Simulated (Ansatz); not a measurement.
**B3LYP/6-31G(d) (spherical functions) run of BH3O2 (SMILES OBO)**

Aim: the vertical ionisation energy of BH3O2 at B3LYP/6-31G* (spherical functions), from 2 runs. 

The results are computed with Ansatz 0.2.0.

54 further runs of the same task are left out: 54 set aside as unsound or not needed.

**1. Starting point**

BH3O2 has 6 atoms, charge 0, and is taken as a singlet. SMILES: `OBO`. The shape is that of a PBE0-D4/def2-TZVP optimisation. This is one conformer, not always the lowest.

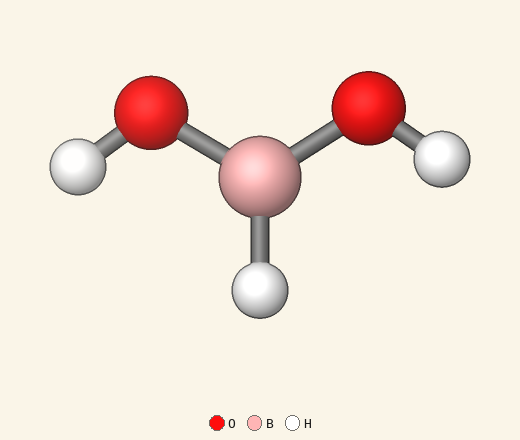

Viewed from a chosen angle; oxygen red, boron pink, hydrogen white.

**2. A single-point energy at B3LYP/6-31G(d) (spherical functions)**

Input file job.yaml:

```yaml
crystal:
  periodic: [false, false, false]
  atoms:
    - symbol: O
      position_ang: [-1.176200, -0.524500, -0.251800]
    - symbol: B
      position_ang: [0.049500, 0.028100, -0.072900]
    - symbol: O
      position_ang: [0.580600, -0.053800, 1.172500]
    - symbol: H
      position_ang: [-1.494700, -0.433500, -1.150600]
    - symbol: H
      position_ang: [0.637800, 0.565600, -0.976100]
    - symbol: H
      position_ang: [1.445200, 0.354100, 1.232800]
basis:
  gaussian:
    orbitals: 6-31G_st_-spherical.json
total_charge: 0
hamiltonian:
  xc: {name: B3LYP}
accuracy: high
output: {orbitals: {seedname: orbitals}}
```

The basis set 6-31G* is read from a file made from the Basis Set Exchange's data (not shown).

Run with:

```sh
$ ansatz run job.yaml --threads 1 --pin off --max-ram 3480MiB --events-out events.jsonl --progress --plain --runs-dir runs
```

The log of the run:

```text
Warning: RAYON_NUM_THREADS=1 ignored (pool sized by the plan → 1); use --threads N
Functional definition: B3LYP
  name "B3LYP"
  parameter a0 = 0.2
  parameter ax = 0.72
  parameter ac = 0.81
  exchange = (1 - a0 - ax)*slater_x + ax*b88_x + a0*exact_x
  correlation = (1 - ac)*vwn_rpa_c + ac*lyp_c
1068 factors; integrals over basis functions are off by at most 3.4e-9 eV
mean field evaluation 1: about -4815.3616 eV, gradient 6.0e1 eV
mean field evaluation 2: about -4806.4197 eV, gradient 9.3e1 eV
mean field evaluation 4: about -4821.5471 eV, gradient 1.5e0 eV
mean field evaluation 8: about -4821.5510 eV, gradient 4.5e-3 eV
mean field evaluation 16: about -4821.5510 eV, gradient 3.1e-8 eV
mean field -4821.55103651 eV, -177.1887324272 hartree, gradient 3.1e-8 eV, S^2 0.000000; 0 other end points of the search recorded, 0 dependent functions left out
reference -4821.55106511 eV, -177.1887334782 hartree; 12, 12 occupied and 36, 36 virtual orbitals, 1068 factors
Total energy: -4821.55106511 eV, -177.1887334782 hartree
```

Run time: 1 s. Hardware: 1 thread of AMD EPYC 9R45 (Zen 5), shared host; peak memory 0.13 GiB.

**3. The doublet cation**

Input file in.yaml:

```yaml
crystal:
  periodic: [false, false, false]
  atoms:
    - {symbol: O, position_ang: [-1.176200, -0.524500, -0.251800]}
    - {symbol: B, position_ang: [0.049500, 0.028100, -0.072900]}
    - {symbol: O, position_ang: [0.580600, -0.053800, 1.172500]}
    - {symbol: H, position_ang: [-1.494700, -0.433500, -1.150600]}
    - {symbol: H, position_ang: [0.637800, 0.565600, -0.976100]}
    - {symbol: H, position_ang: [1.445200, 0.354100, 1.232800]}
basis:
  gaussian: {orbitals: 6-31G_st_-spherical.json}
total_charge: 1
magnetization: {spin_polarized: true, initial_magnetization: 1}
hamiltonian: {xc: {name: B3LYP}}
accuracy: high
output: {orbitals: {seedname: orbitals}}
```

The basis set 6-31G* is read from a file made from the Basis Set Exchange's data (not shown).

Run with:

```sh
$ ansatz run in.yaml --threads 1 --pin off --max-ram 3480MiB --events-out events.jsonl --progress --plain --runs-dir runs
```

The log of the run, cut to the lines that bear on the results:

```text
Warning: RAYON_NUM_THREADS=1 ignored (pool sized by the plan → 1); use --threads N
[... 7 set-up lines as earlier in the session ...]
1068 factors; integrals over basis functions are off by at most 3.4e-9 eV
mean field evaluation 1: about -4791.5701 eV, gradient 7.0e1 eV
mean field evaluation 2: about -4738.0050 eV, gradient 1.3e2 eV
mean field evaluation 4: about -4809.4101 eV, gradient 8.8e0 eV
mean field evaluation 8: about -4809.9031 eV, gradient 6.7e-1 eV
mean field evaluation 16: about -4809.9058 eV, gradient 4.5e-4 eV
mean field evaluation 32: about -4809.9604 eV, gradient 1.6e-6 eV
mean field -4809.96039030 eV, -176.7627840353 hartree, gradient 3.9e-8 eV, S^2 0.761833; 2 other end points of the search recorded, 0 dependent functions left out
reference -4809.96041619 eV, -176.7627849868 hartree; 12, 11 occupied and 36, 37 virtual orbitals, 1068 factors
Total energy: -4809.96041619 eV, -176.7627849868 hartree
```

It took 3.6 s on 1 thread of AMD EPYC 9R45 (Zen 5), shared host; peak memory 0.18 GiB.

**4. Outcome**

At B3LYP/6-31G* (spherical functions):

| quantity | value |
| --- | --- |
| singlet BH3O2: total energy | -177.18873 Eh |
| singlet BH3O2: HOMO energy | -8.53 eV |
| singlet BH3O2: LUMO energy | 1.45 eV |
| singlet BH3O2: HOMO–LUMO gap | 9.98 eV |
| doublet cation: total energy | -176.76278 Eh |
| doublet cation: HOMO energy (highest over α and β) | -16.79 eV |
| doublet cation: LUMO energy (lowest over α and β) | -14.65 eV |
| doublet cation: ⟨S²⟩ | 0.762 |
| vertical ionisation energy (to the doublet cation) | 11.591 eV |

**Reading.** Removing an electron at fixed nuclei costs 11.59 eV (1118 kJ/mol). The negative HOMO energy of the first species, 8.53 eV, lies 3.06 eV below that difference.
